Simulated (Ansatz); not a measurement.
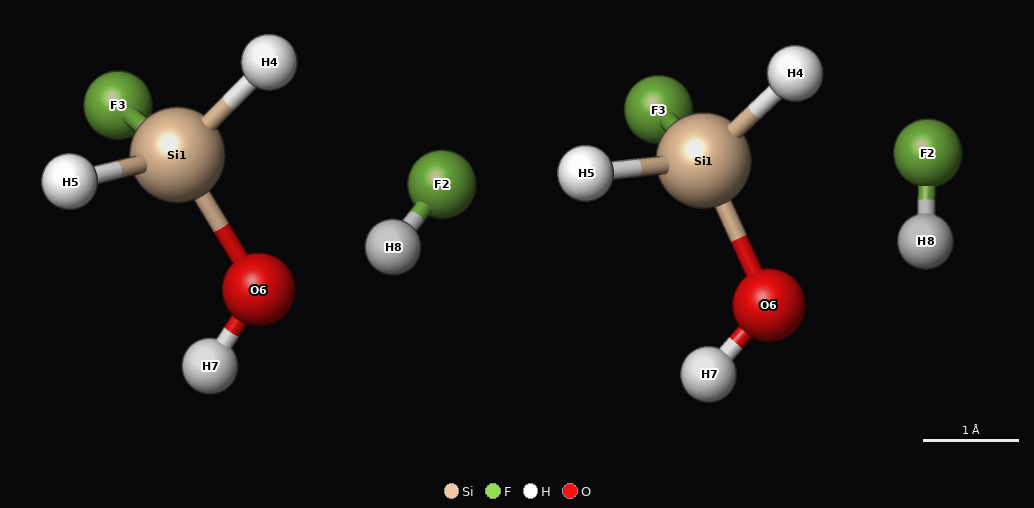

Two geometries of SiH₄OF₂, drawn at one scale. One is the start of a relaxation, the other its converged end. The picture is a ball-and-stick view, seen at a tilt.

The calculation used RKS B3LYP/6-31G* in Ansatz. Set-up: no spin polarisation; force threshold 0.03 eV/Å; at most 50 steps.

**Which of the two is the end point?**

The left one is the relaxed one. The run prepares an end point of a later path (reaction) calculation, from a guessed geometry. F2 moves most after the best rigid fit: 0.47 Å. Largest moves by element: F 0.47 Å, H 0.34 Å, O 0.21 Å, Si 0.12 Å. Among the contacts that change: F2–H8 0.932 → 0.947 Å, Si1–H5 1.488 → 1.482 Å. Bond angles that change, for instance: H4–Si1–O6 108.8° → 106.0°, Si1–O6–H7 114.5° → 117.2°, H4–Si1–H5 111.9° → 114.1°. After 8 accepted moves (9 points after the start) the energy has fallen by 2.98 kcal/mol. The largest force component goes from 0.4 to 0.026 eV/Å. The line search rejected the trial step at point 3 of the run. Cost: 27 s on 1 thread of Arm Neoverse V1, on a shared host, peak memory 0.14 GiB.

Limits of the set-up: the start holds two separate molecules, 2.2 Å apart at their closest, whose relative position is a soft coordinate and is computed without a dispersion correction.
